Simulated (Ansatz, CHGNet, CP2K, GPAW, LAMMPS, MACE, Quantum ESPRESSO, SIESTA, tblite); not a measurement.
# Which run comes nearest? Glassy 62SiO2-21K2O-18CaO (mol %) (110 atoms)

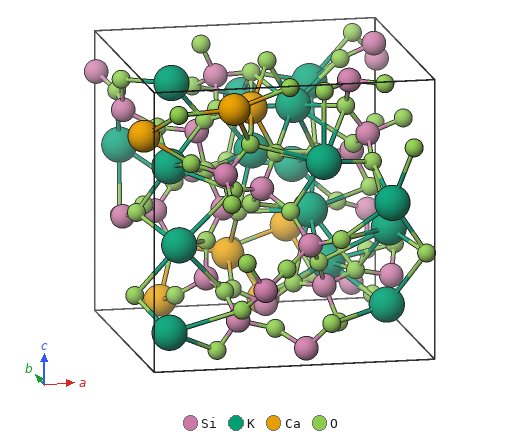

The cell (silicon pink, potassium teal, calcium orange, oxygen green). Some periodic images of atoms are drawn too.

Density of this cell: 2.59 g/cm³. The cell holds 110 atoms: 24 Si, 16 K, 7 Ca and 63 O. Cell: a = 11.833 Å, b = 11.833 Å, c = 11.833 Å, α = 90.0°, β = 90.0°, γ = 90.0°. 110 atoms (24 Si, 16 K, 7 Ca, 63 O) placed at random at 2.52 g/cm³, melted at 4000 K for 10 ps at fixed volume with the Morse and Coulomb pair potential with partial charges (Pedone, Malavasi, Menziani, Cormack and Segre, J. Phys. Chem. B 110, 11780 (2006)). Quenched from 4000 K to 300 K at 10 K/ps and fixed volume, held 10 ps at zero pressure.

Geometry: as built.

The reference, a calculation:

```
method                                           : Kohn-Sham DFT, PBE, PAW, plane waves (Ansatz 0.2.0); cutoff 420 eV, Γ point, fermi-dirac smearing of 0.05 eV; PAW set soft_2
r.m.s. force component                           : 1.418 eV/Å
longest force                                    : 6.705 eV/Å
pressure                                         : 6.383 GPa
gap (highest filled to lowest empty level) : 2.228 eV
SCF cycles                                       : 9
time                                             : 30 s on 4 threads of Arm Neoverse V2, shared host
CPU time                                         : 1.9 min
```

**Question.** The same geometry is run in other programs. How far does each lie from the reference, and what does it cost?
- CHGNet r2SCAN potential (CHGNet r2SCAN; 1 thread)
- GPAW PBE, LCAO sz(dzp), h 0.18 Å (GPAW 26.7.0; 1 thread)
- SIESTA PBE, DZP, shift 0.01 Ry, mesh 500 Ry (SIESTA 5.4.2; 4 MPI ranks)
- tblite GFN1-xTB (tblite 0.8.0; 1 thread)
- SIESTA PBE, DZ, shift 0.01 Ry, mesh 500 Ry (SIESTA 5.4.2; 2 MPI ranks)
- QE PBE, sssp-1.3.0-efficiency, 60/480 Ry (Quantum ESPRESSO 7.5; 2 MPI ranks)
- MACE MPA-0 medium potential (MACE MPA-0 medium; 1 thread)
- CHGNet 0.3.0 potential (CHGNet 0.3.0; 1 thread)
- CP2K PBE, DZVP-MOLOPT-SR, 210/50 Ry, OT DIIS (CP2K 2026.2; 2 threads)
- SIESTA PBE, SZP, shift 0.01 Ry, mesh 500 Ry (SIESTA 5.4.2; 2 MPI ranks)

Differences are against the plane-wave reference, forces as r.m.s. over components; share is that over the reference's r.m.s. force, slope the least-squares factor from reference forces to these. Total energies of different programs have different zeros and aren't compared.

```
                                                  run  Δ force, r.m.s. (meV/Å)  share (%)  slope  Δ pressure (GPa)  Δ gap (eV)  cores  CPU time  memory (GiB)
                                            reference                        -          -      -                 -           -      4   1.9 min           2.3
                              CHGNet r2SCAN potential                      302       21.3  0.826             -3.36           -      1     4.9 s           1.2
            GPAW PBE, LCAO sz(dzp), h 0.18 Å (coarse)                     1421        100  1.636                 -      -0.464      1   2.8 min           1.9
          SIESTA PBE, DZP, shift 0.01 Ry, mesh 500 Ry                      271       19.1  1.117              2.74      -0.839      4   7.6 min           3.2
                                      tblite GFN1-xTB                     1050       74.1  1.023             0.493           -      1     6.6 s          0.14
  SIESTA PBE, DZ, shift 0.01 Ry, mesh 500 Ry (coarse)                     1078       76.0  1.530              10.2      -0.599      2     3 min           1.7
             QE PBE, sssp-1.3.0-efficiency, 60/480 Ry                     44.7       3.15  1.026             0.146      0.0029      2    25 min           5.4
                          MACE MPA-0 medium potential                     76.5       5.40  1.009             0.296           -      1     9.7 s           1.1
                               CHGNet 0.3.0 potential                      140       9.84  0.991             0.322           -      1     3.9 s           1.2
CP2K PBE, DZVP-MOLOPT-SR, 210/50 Ry, OT DIIS (coarse)                      167       11.8  0.986             0.436      -0.119      2   9.9 min             1
 SIESTA PBE, SZP, shift 0.01 Ry, mesh 500 Ry (coarse)                      475       33.5  1.237              6.39       -1.05      2     6 min           2.5
```

Rows marked coarse were listed beforehand as settings not expected to be converged; some can still land near the reference.

Times of the machine-learned potentials are mostly Python's start and the loading of weights.

CPU time is summed over cores on a shared host, where runs went side by side, so it is rough. Symmetry, cutoffs, thresholds, outputs and thread counts weren't matched or tuned between programs; memory under MPI is the largest rank's times the ranks.

PBE on plane waves or a grid with other potentials, cutoffs or grids, coarse settings apart, differs from the reference by 3.2 % (QE PBE, sssp-1.3.0-efficiency, 60/480 Ry) of the r.m.s. force; this holds the reference's own error, so differences of a few per cent don't tell which side is nearer the exact PBE result (QE's 60 Ry are 816 eV, against the reference's 420 eV). The PBE run in local orbitals, coarse settings apart, differs by 19 % (SIESTA PBE, DZP, shift 0.01 Ry, mesh 500 Ry); basis, grid and potentials can all enter. Tight binding differs by 74 % (tblite GFN1-xTB); it is another model, with fitted parameters of its own, and the xTB methods hold dispersion. Machine-learned potentials differ by 5.4 % (MACE MPA-0 medium potential) to 21 % (CHGNet r2SCAN potential); they were trained on other programs' data, some at another functional. Periodic xTB results under one method name differ between programs and library versions. Machine-learned potentials mimic data converged in k, so the reference's own k-point error enters their differences. The network of bonds at the start is that of the classical potential that made the cell, and needn't be the one that DFT or experiment would give. The electronic-structure runs sample only Γ, in a cell whose shortest periodic width is 12 Å.

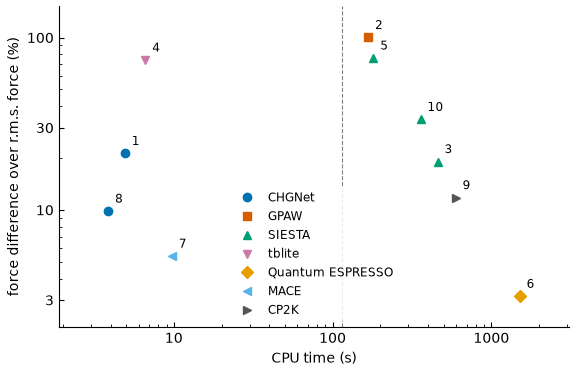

Force difference against CPU time; the dashed line marks the reference's time. Points: 1 CHGNet r2SCAN potential; 2 GPAW PBE, LCAO sz(dzp), h 0.18 Å; 3 SIESTA PBE, DZP, shift 0.01 Ry, mesh 500 Ry; 4 tblite GFN1-xTB; 5 SIESTA PBE, DZ, shift 0.01 Ry, mesh 500 Ry; 6 QE PBE, sssp-1.3.0-efficiency, 60/480 Ry; 7 MACE MPA-0 medium potential; 8 CHGNet 0.3.0 potential; 9 CP2K PBE, DZVP-MOLOPT-SR, 210/50 Ry, OT DIIS; 10 SIESTA PBE, SZP, shift 0.01 Ry, mesh 500 Ry.

[Logs are printed without paths, hosts, clocks, repeated set-up lines and the standing remarks that a program may print on its own settings, such as how far it seeks lower states.]

[Hosts, paths, dates, database ids (printed as entryN), source tags and the programs' standing remarks are cut or masked in the printed files.]
